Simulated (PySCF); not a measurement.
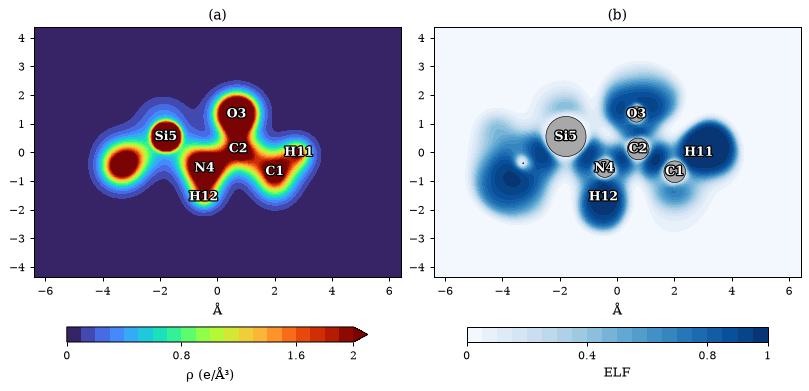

The picture shows: C4H8N2OSi. (a) electron density; (b) electron localisation function on the plane of atoms C1, C2 and O3. Grey discs cover the atomic cores in the ELF map.

Geometry: GFN2-xTB.

Theory: PySCF, wB97X-D/def2-SVPD, SCF density, gas phase.

| atom | x (Å) | y (Å) | z (Å) |
| --- | --- | --- | --- |
| C | -2.9357 | 0.2920 | 0.3588 |
| C | -1.5456 | -0.0832 | -0.0723 |
| O | -1.1768 | -0.1622 | -1.2301 |
| N | -0.6365 | -0.3468 | 0.8844 |
| Si | 0.8896 | -0.8234 | 0.1719 |
| C | 2.1242 | 0.5508 | -0.3590 |
| C | 2.8061 | 0.1205 | 0.8995 |
| N | 2.1342 | -0.8006 | 1.4703 |
| H | -2.8999 | 1.1601 | 1.0139 |
| H | -3.3839 | -0.5342 | 0.9071 |
| H | -3.5422 | 0.5193 | -0.5128 |
| H | -0.8676 | -0.3133 | 1.8632 |
| H | 0.7769 | -2.0577 | -0.5776 |
| H | 2.7163 | 0.3895 | -1.2555 |
| H | 1.8014 | 1.5894 | -0.3436 |
| H | 3.7319 | 0.5088 | 1.3053 |

**Describe what can be read from this map.**

The section cuts through C, O, N, Si and H sites.
C–O (1.22 Å): the density is about 3.3 e/Å³ at the midpoint; the ELF peaks at about 0.85 between the atoms: a short, multiple covalent bond.
C–C (1.50 Å): ρ at the midpoint is about 1.8 e/Å³; the ELF peaks at about 0.95 between the atoms: a shared electron pair.
Si–N (1.75 Å): the density is about 1.1 e/Å³ at the midpoint; the ELF peaks at about 0.95 between the atoms (a shared but strongly polarised pair).
N–H (1.01 Å): ρ at the midpoint is about 2.9 e/Å³; the ELF climbs to about 1 towards the hydrogen, as it does in any bond to H; an ordinary covalent bond to hydrogen.
C–N (1.35 Å): ρ at the midpoint is about 2.4 e/Å³; the ELF peaks at about 0.90 between the atoms (localised, covalent bonding).
The ELF also peaks beside N8 and O3, away from the bonds: lone-pair regions.
